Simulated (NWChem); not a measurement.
# BHF2 (SMILES FBF) at 4 levels

We compute a comparison of 4 runs (HF/STO-3G, HF/3-21G, B3LYP/6-31G*) of BHF2. 

The calculation is run with NWChem 7.3.0.

### 1 Starting point

BHF2: 4 atoms, total charge 0, spin state singlet. SMILES: `FBF`. The coordinates come from a PBE0-D4/def2-TZVP relaxation.

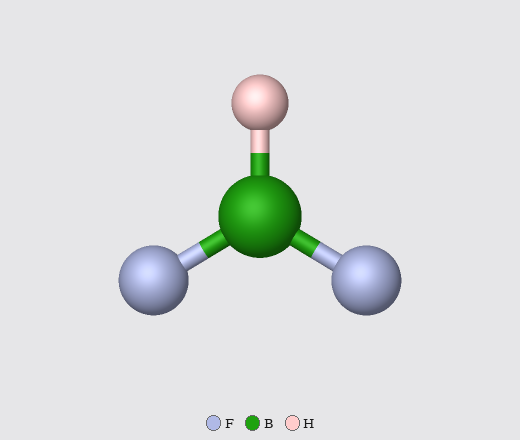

Viewed from a chosen angle; fluorine light blue, boron green, hydrogen pink.

### 2 Energy and forces at HF/STO-3G (run 1)

The input, mol.nw:

```
start mol
memory stack 880 mb heap 220 mb global 1100 mb
geometry noautosym nocenter noautoz
 F        1.154300       0.456900      -0.361900
 B       -0.001900      -0.031000       0.025200
 F       -1.095400       0.528700      -0.438900
 H       -0.057000      -0.954600       0.775600
end
basis spherical bse
 * library STO-3G
end
scf
 thresh 1e-08
 maxiter 80
 noprint "final vectors analysis"
end
task scf gradient
```

Command:

```bash
$ nwchem mol.nw > mol.out
```

Standard output:

```text
[...]
  functions       =    16
[...]
  wavefunction    = RHF
[...]
         Total SCF energy =   -221.134594423478
      One-electron energy =   -433.445476575466
      Two-electron energy =    150.422322909695
 Nuclear repulsion energy =     61.888559242293
        Time for solution =      0.2s
[...]
                         RHF ENERGY GRADIENTS
    atom               coordinates                        gradient
                 x          y          z           x          y          z
   1 F       2.181311   0.863416  -0.683892    0.011691   0.005026  -0.003991
   2 B      -0.003590  -0.058582   0.047621   -0.000029   0.001280  -0.001035
   3 F      -2.070006   0.999098  -0.829401   -0.010953   0.005711  -0.004735
   4 H      -0.107714  -1.803932   1.465671   -0.000709  -0.012017   0.009762
[...]
```

Run time: 1 s. Hardware: 1 thread of AMD EPYC 7R43 (Zen 3), shared host; peak memory 0.096 GiB.

### 3 Energy and forces at HF/3-21G (run 2)

The input, bf2h.nw:

```
START bf2h
memory 2200 mb

GEOMETRY noautosym nocenter noautoz
  F     1.154300    0.456900   -0.361900
  B    -0.001900   -0.031000    0.025200
  F    -1.095400    0.528700   -0.438900
  H    -0.057000   -0.954600    0.775600
END

BASIS spherical bse
  * library 3-21G
END

SCF
  thresh 1e-08
  maxiter 80
END

TASK scf gradient
```

Command:

```bash
$ nwchem bf2h.nw > bf2h.out
```

Standard output:

```text
[...]
  functions       =    29
[...]
  wavefunction    = RHF
[...]
         Total SCF energy =   -223.059759622332
      One-electron energy =   -433.504995424731
      Two-electron energy =    148.556676560106
 Nuclear repulsion energy =     61.888559242293
        Time for solution =      0.3s
[...]
                         RHF ENERGY GRADIENTS
    atom               coordinates                        gradient
                 x          y          z           x          y          z
   1 F       2.181311   0.863416  -0.683892   -0.023278  -0.010772   0.008563
   2 B      -0.003590  -0.058582   0.047621    0.001717   0.030632  -0.024884
   3 F      -2.070006   0.999098  -0.829401    0.022007  -0.012262   0.010150
   4 H      -0.107714  -1.803932   1.465671   -0.000447  -0.007598   0.006171
[...]
```

Run time: 1 s. Hardware: 1 thread of AMD EPYC 7R43 (Zen 3), shared host; peak memory 0.096 GiB.

Run 3 isn't shown in full; the table further down has it.

### 4 Energy and forces at B3LYP/6-31G(d) (Cartesian functions) (run 4)

The input, struct.nw:

```
START struct
TITLE "BF2H gradient"
memory total 2200 mb
charge 0

GEOMETRY noautosym nocenter noautoz
  F        1.154300       0.456900      -0.361900
  B       -0.001900      -0.031000       0.025200
  F       -1.095400       0.528700      -0.438900
  H       -0.057000      -0.954600       0.775600
END

BASIS
  * library 6-31G*
END

DFT
  xc b3lyp
  grid xfine
  convergence energy 1e-08
  iterations 100
  mulliken
END

TASK dft gradient
```

Command:

```bash
$ nwchem struct.nw > struct.out
```

Standard output:

```text
[...]
          Wavefunction type:  closed shell.
          No. of atoms     :     4
          No. of electrons :    24
[...]
          Charge           :     0
          Spin multiplicity:     1
[...]
          AO basis - number of functions:    47
[...]
              XC Information
              --------------
                         B3LYP Method XC Potential
                     Hartree-Fock (Exact) Exchange  0.200
                        Slater Exchange Functional  0.800 local
                    Becke 1988 Exchange Functional  0.720 non-local
              Lee-Yang-Parr Correlation Functional  0.810
                  VWN I RPA Correlation Functional  0.190 local
[...]
 d= 0,ls=0.0,diis     1   -225.1721677607 -2.87D+02  2.26D-02  6.41D-01     0.9
[...]
 d= 0,ls=0.0,diis     7   -225.2452288565 -5.92D-09  9.52D-07  8.55D-09     4.8
         Total DFT energy =     -225.245228856514
      One electron energy =     -435.328345304594
           Coulomb energy =      173.634158327315
    Exchange-Corr. energy =      -25.439601121529
 Nuclear repulsion energy =       61.888559242293
[...]
      Total Density - Mulliken Population Analysis
     ---------------------------------------------
    Atom       Charge   Shell Charges
 -----------   ------   -------------------------------------------------------
    1 F    9     9.19   1.99  0.96  3.33  0.87  1.96  0.08
    2 B    5     4.54   1.99  0.54  1.32  0.27  0.27  0.15
    3 F    9     9.19   1.99  0.96  3.33  0.87  1.96  0.08
    4 H    1     1.07   0.52  0.55
[...]
  wavefunction    = closed shell
                         DFT ENERGY GRADIENTS
    atom               coordinates                        gradient
                 x          y          z           x          y          z
   1 F       2.181311   0.863416  -0.683892   -0.005998  -0.001746   0.001369
   2 B      -0.003590  -0.058582   0.047621    0.000179   0.004441  -0.003604
   3 F      -2.070006   0.999098  -0.829401    0.005846  -0.002158   0.001801
   4 H      -0.107714  -1.803932   1.465671   -0.000027  -0.000537   0.000435
[...]
```

Wall time 6.9 s (1 thread of AMD EPYC 7R43 (Zen 3), shared host); peak memory 0.12 GiB.

### 5 Overview of the runs

| run | level | iteration cap | module | energy (Eh) | dipole moment (D) | largest force (eV/Å) | wall time |
| --- | --- | --- | --- | --- | --- | --- | --- |
| 1 | HF/STO-3G | 80 | scf | -221.134594 | 0.34 | 0.797 | 1 s |
| 2 | HF/3-21G | 80 | scf | -223.059760 | 1.20 | 2.031 | 1 s |
| 3 | B3LYP/6-31G* (spherical functions) | 100 | dft | -225.242163 | – | 0.360 | 6.6 s |
| 4 | B3LYP/6-31G* (Cartesian functions) | 100 | dft | -225.245229 | 0.67 | 0.334 | 6.9 s |

### 6 Summary of results

```
                       quantity          value
            run 4: total energy  -225.24523 Eh
           run 4: dipole moment         0.67 D
             run 4: HOMO energy      -10.24 eV
             run 4: LUMO energy        0.08 eV
           run 4: HOMO–LUMO gap       10.32 eV
run 4: largest force on an atom     0.334 eV/Å
```

In words: Over runs 1, 2, 4 the dipole moment (its size) runs from 0.34 D (HF/STO-3G) to 1.20 D (HF/3-21G). In run 1 the basis is minimal, so the values are rough. All runs together took 16 s, the longest 6.9 s.
